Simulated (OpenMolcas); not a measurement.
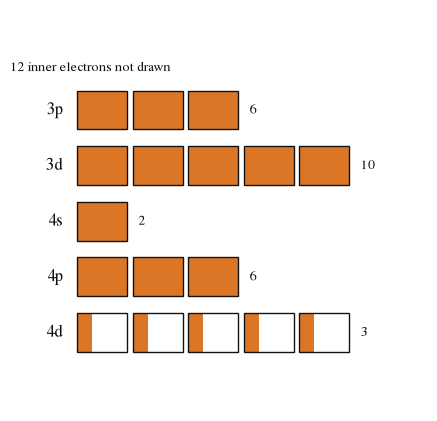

The outer shells of the leading configuration of the lowest level: a box for each of the 2l + 1 orbitals, shaded by the share of the shell that is filled, with the electron count at the right.

Multiconfigurational calculation: Mo³⁺ complex (part 1 of 2)

System: Mo³⁺ with 6 ligands (Br; octahedron, 2.658 Å), embedded in Cs2NaYBr6 by model potentials and point charges, whose field is part of the energies.
Method: state-averaged CASSCF, active space 3 electrons in the shell 4d, basis ANO-RCC-VDZP on the metal and ANO-RCC-VDZP on the ligands, DKH2 scalar Hamiltonian, spin-orbit coupling by RASSI with atomic mean-field integrals (OpenMolcas).

### Input
```
&GATEWAY
Basis set
Mo.ANO-RCC-VDZP.
Mo1 0.0 0.0 0.0 Angstrom
End of basis
Basis set
Br.ANO-RCC-VDZP.
L1 2.658000 0.000000 0.000000 Angstrom
L2 0.000000 2.658000 0.000000 Angstrom
L3 0.000000 0.000000 2.658000 Angstrom
End of basis
Basis set
Na.EMB-AIMP.Al-Abdalla.7s4p.1s1p.ECP.Cs2NaYBr6.
PseudoCharge
* 3 symmetry-unique lattice sites within 7.6 angstrom
End of basis
Basis set
Cs.EMB-AIMP.Al-Abdalla.0s.0s.ECP.Cs2NaYBr6.
PseudoCharge
* 4 symmetry-unique lattice sites within 7.6 angstrom
End of basis
Basis set
Br.EMB-AIMP.Al-Abdalla.0s.0s.ECP.Cs2NaYBr6.
PseudoCharge
* 12 symmetry-unique lattice sites within 7.6 angstrom
End of basis
Symmetry
XYZ
AngMom=0.0 0.0 0.0
AMFI
RICD
XField
1570 Angstrom 0
* Evjen-weighted lattice charges
&SEWARD
&RASSCF
FileOrb=start.orb
Symmetry=1
Spin=4
nActEl=3 0 0
Inactive=63 63
Ras2=5 0
CIRoot=10 10 1
SDav=10
CIMx=300
Iter=150 100
PrWF=0.3
OrbListing=Nothing
MaxOrb=0
LevShft=1.0
>>> COPY $Project.JobIph JOB001
&RASSCF
FileOrb=start.orb
Symmetry=1
Spin=2
nActEl=3 0 0
Inactive=63 63
Ras2=5 0
CIRoot=40 40 1
SDav=40
CIMx=300
Iter=150 100
PrWF=0.3
OrbListing=Nothing
MaxOrb=0
LevShft=1.0
>>> COPY $Project.JobIph JOB002
&RASSI
NrOfJobIphs=2 10 40
1 2 3 4 5 6 7 8 9 10
1 2 3 4 5 6 7 8 9 10 11 12 13 14 15 16 17 18 19 20 21 22 23 24 25 26 27
28 29 30 31 32 33 34 35 36 37 38 39 40
IphNames
JOB001
JOB002
EJob
SpinOrbit
DIPRint=1.0
SOCoupling=1000.0
Subsets=2
Property=9
'ANGMOM' 1 'ANGMOM' 2 'ANGMOM' 3 'MLTPL  1' 1 'MLTPL  1' 2 'MLTPL  1' 3
'AMFI' 1 'AMFI' 2 'AMFI' 3
SOProperty=3
'ANGMOM' 1 'ANGMOM' 2 'ANGMOM' 3
```

The file start.orb holds starting orbitals from an earlier step. A driver script formed the levels outside the program, from RASSI's spin-orbit matrix and the active-space energies, averaged over the components of each term or state.

Command:
```bash
OMP_NUM_THREADS=1 MOLCAS_MEM=2457 MOLCAS_PROJECT=a pymolcas a.inp > a.log  # once for each step of the input, in one work folder
```

### The program's output (extracts)
```
--- SEWARD ---
Basis set label: MO.ANO-RCC...6S5P3D1F.

      Electronic valence basis set:
      ------------------
      Associated Effective Charge  42.000000 au
      Associated Actual Charge     42.000000 au
      Nuclear Model: Point charge

      Shell  nPrim  nBasis  Cartesian Spherical Contaminant
         s      21       6        X
         p      18       5        X
         d      13       3                 X
         f       6       1                 X
                  Relativistic Douglas-Kroll-Hess integrals:
                    - DKH order of Hamiltonian: 2
                    - DKH order of Properties : 0
                  Atomic mean-field integrals
--- RASSCF ---
Wave function specifications:
      -----------------------------

      Number of closed shell electrons         252
      Number of electrons in active shells       3
      Max number of holes in RAS1 space          0
      Max nr of electrons in RAS3 space          0
      Number of inactive orbitals              126
      Number of active orbitals                  5
      Number of secondary orbitals              98
      Spin quantum number                      1.5
      State symmetry                             1
Orbital specifications:
      -----------------------

      Symmetry species                           1   2
                                                ag  au
      Frozen orbitals                            0   0
      Inactive orbitals                         63  63
      Active orbitals                            5   0
      RAS1 orbitals                              0   0
      RAS2 orbitals                              5   0
      RAS3 orbitals                              0   0
      Secondary orbitals                        46  52
      Deleted orbitals                           0   0
      Number of basis functions                114 115
      Number of CSFs                            10
      Number of root(s) required                10
      Iter CI   SX   CI       RASSCF       Energy    max ROT     max BLB   max BLB  Level Ln srch  Step   QN
          iter iter root      energy       change     param      element    value   shift minimum  type update
 Nr of preliminary CI iterations:   1
      Total energies have been shifted. Add               -19000.00 au
        1   1   16    0  -672.01473593    0.00E+00  -8.49E-02   16  71 2  2.01E-01*  1.07   0.00    SX    NO
        2   1   16    0  -672.44370790   -4.29E-01* -7.56E-02   58  66 1  1.25E-01*  0.87   0.00    SX    NO
        3   1   15    0  -672.56254299   -1.19E-01* -4.82E-02   58  66 1  7.61E-02*  0.75   0.00    SX    NO
        4   1   14    0  -672.59629294   -3.37E-02*  2.83E-02   58  66 1  4.42E-02*  0.71   0.00    SX    NO
        5   1   14    0  -672.60763748   -1.13E-02*  3.37E-02   58  66 1  2.72E-02*  0.69   2.41    LS   YES
        6   1   14    0  -672.61348722   -5.85E-03*  9.56E-03   64  70 1 -6.71E-03*  0.70   1.18    QN   YES
        7   1   13    0  -672.61454209   -1.05E-03*  4.87E-03    9  76 2 -4.60E-03*  0.69   1.53    LS   YES
        8   1   13    0  -672.61468308   -1.41E-04* -1.00E-03    8  75 2 -5.02E-03*  0.69   1.03    QN   YES
        9   1   12    0  -672.61480693   -1.24E-04* -4.43E-04   16  69 1 -1.38E-03*  0.69   1.44    LS   YES
       10   1   11    0  -672.61481983   -1.29E-05*  4.23E-04    9  76 2  2.15E-03*  0.69   1.01    QN   YES
       11   1   11    0  -672.61483284   -1.30E-05*  2.67E-04    8  75 2  5.97E-04*  0.69   1.63    LS   YES
       12   1   11    0  -672.61483517   -2.33E-06* -5.92E-04    6  72 1 -8.97E-04*  0.69   1.02    QN   YES
       13   1   10    0  -672.61483763   -2.46E-06*  2.66E-04   22  67 1  1.60E-04*  0.69   1.38    QN   YES
       14   1    9    0  -672.61483819   -5.66E-07* -1.32E-04   40  65 1  9.61E-05   0.69   1.36    QN   YES
       15   1    7    0  -672.61483832   -1.31E-07*  6.58E-05    5  71 1  5.79E-05   0.69   1.43    QN   YES
       16   1    7    0  -672.61483836   -3.13E-08*  2.13E-05   16  69 1  2.96E-05   0.69   1.41    QN   YES
       17   1    7    0  -672.61483836   -6.02E-09  -9.86E-06   16  69 1  1.37E-05   0.69   2.50    QN   YES
      Convergence after 17 iterations
       18   1    7    0  -672.61483836   -1.79E-09  -9.86E-06    8  74 1 -4.45E-06   0.69   2.50    QN   YES
      Natural orbitals and occupation numbers for root  1
      sym 1:   1.000000   1.000000  -0.000000   1.000000  -0.000000
      Natural orbitals and occupation numbers for root  2
      sym 1:   1.000000   0.994305   0.005695   0.005695   0.994305
      Natural orbitals and occupation numbers for root  3
      sym 1:   1.000000   0.006526   0.993474   0.993474   0.006526
::    RASSCF root number  1 Total energy: -19672.71703989
::    RASSCF root number  2 Total energy: -19672.64310752
::    RASSCF root number  3 Total energy: -19672.64310752
::    RASSCF root number  4 Total energy: -19672.64310752
::    RASSCF root number  5 Total energy: -19672.61395374
::    RASSCF root number  6 Total energy: -19672.61395374
::    RASSCF root number  7 Total energy: -19672.61395374
::    RASSCF root number  8 Total energy: -19672.55338665
::    RASSCF root number  9 Total energy: -19672.55338665
::    RASSCF root number 10 Total energy: -19672.55338665
--- RASSCF ---
Wave function specifications:
      -----------------------------

      Number of closed shell electrons         252
      Number of electrons in active shells       3
      Max number of holes in RAS1 space          0
      Max nr of electrons in RAS3 space          0
      Number of inactive orbitals              126
      Number of active orbitals                  5
      Number of secondary orbitals              98
      Spin quantum number                      0.5
      State symmetry                             1
Orbital specifications:
      -----------------------

      Symmetry species                           1   2
                                                ag  au
      Frozen orbitals                            0   0
      Inactive orbitals                         63  63
      Active orbitals                            5   0
      RAS1 orbitals                              0   0
      RAS2 orbitals                              5   0
      RAS3 orbitals                              0   0
      Secondary orbitals                        46  52
      Deleted orbitals                           0   0
      Number of basis functions                114 115
      Number of CSFs                            40
      Number of root(s) required                40
      Iter CI   SX   CI       RASSCF       Energy    max ROT     max BLB   max BLB  Level Ln srch  Step   QN
          iter iter root      energy       change     param      element    value   shift minimum  type update
 Nr of preliminary CI iterations:   1
      Total energies have been shifted. Add               -19000.00 au
        1   1    9    0  -672.54782168    0.00E+00  -8.53E-03   67  73 1 -7.94E-03*  0.70   0.00    SX    NO
        2   1    8    0  -672.54858915   -7.67E-04*  3.89E-03   56  68 1 -5.42E-03*  0.70   0.00    SX    NO
        3   1    8    0  -672.54886193   -2.73E-04*  2.37E-03   56  68 1 -3.44E-03*  0.70   0.00    SX    NO
        4   1    8    0  -672.54897042   -1.08E-04*  1.49E-03   56  68 1 -2.35E-03*  0.70   0.00    SX    NO
        5   1    8    0  -672.54901559   -4.52E-05*  2.20E-03   56  68 1 -1.56E-03*  0.70   2.50    LS   YES
        6   1    7    0  -672.54904739   -3.18E-05* -6.53E-04   55  69 1 -4.19E-04*  0.70   1.26    QN   YES
        7   1    7    0  -672.54904972   -2.33E-06*  1.35E-04   55  69 1 -2.65E-04*  0.70   1.20    QN   YES
        8   1    6    0  -672.54905007   -3.56E-07*  8.68E-05   55  69 1 -1.52E-04*  0.70   1.64    LS   YES
        9   1    6    0  -672.54905014   -6.16E-08*  7.94E-05   55  69 1 -7.86E-05   0.70   1.00    QN   YES
       10   1    5    0  -672.54905019   -5.03E-08* -3.95E-05   55  69 1 -3.95E-05   0.70   1.60    QN   YES
       11   1    5    0  -672.54905020   -9.12E-09   1.22E-05   55  69 1 -1.26E-05   0.70   1.47    QN   YES
      Convergence after 11 iterations
       12   1    5    0  -672.54905020   -2.38E-09   1.22E-05   59  67 1 -7.71E-06   0.70   1.47    QN   YES
      Natural orbitals and occupation numbers for root  1
      sym 1:   0.974178   1.003370   0.024830   0.992676   0.004946
      Natural orbitals and occupation numbers for root  2
      sym 1:   1.005971   0.976779   0.004946   0.987474   0.024830
      Natural orbitals and occupation numbers for root  3
      sym 1:   0.998803   0.983537   0.012372   0.996226   0.009061
::    RASSCF root number  1 Total energy: -19672.65600756
::    RASSCF root number  2 Total energy: -19672.65600756
::    RASSCF root number  3 Total energy: -19672.65343720
::    RASSCF root number  4 Total energy: -19672.65343720
::    RASSCF root number  5 Total energy: -19672.65343720
::    RASSCF root number  6 Total energy: -19672.62533350
::    RASSCF root number  7 Total energy: -19672.62533350
::    RASSCF root number  8 Total energy: -19672.62533350
::    RASSCF root number  9 Total energy: -19672.59426348
::    RASSCF root number 10 Total energy: -19672.58899477
::    RASSCF root number 11 Total energy: -19672.58899477
::    RASSCF root number 12 Total energy: -19672.58899477
::    RASSCF root number 13 Total energy: -19672.58417611
::    RASSCF root number 14 Total energy: -19672.58417611
::    RASSCF root number 15 Total energy: -19672.58417611
::    RASSCF root number 16 Total energy: -19672.57669867
::    RASSCF root number 17 Total energy: -19672.57669867
::    RASSCF root number 18 Total energy: -19672.56723885
::    RASSCF root number 19 Total energy: -19672.56723885
::    RASSCF root number 20 Total energy: -19672.56723885
::    RASSCF root number 21 Total energy: -19672.54386464
::    RASSCF root number 22 Total energy: -19672.54386464
::    RASSCF root number 23 Total energy: -19672.54386464
::    RASSCF root number 24 Total energy: -19672.53767406
::    RASSCF root number 25 Total energy: -19672.51486219
::    RASSCF root number 26 Total energy: -19672.51486219
::    RASSCF root number 27 Total energy: -19672.51486219
::    RASSCF root number 28 Total energy: -19672.51041850
::    RASSCF root number 29 Total energy: -19672.51041850
::    RASSCF root number 30 Total energy: -19672.51041850
```

(Continued in part 2.) Outcome of the run: converged.
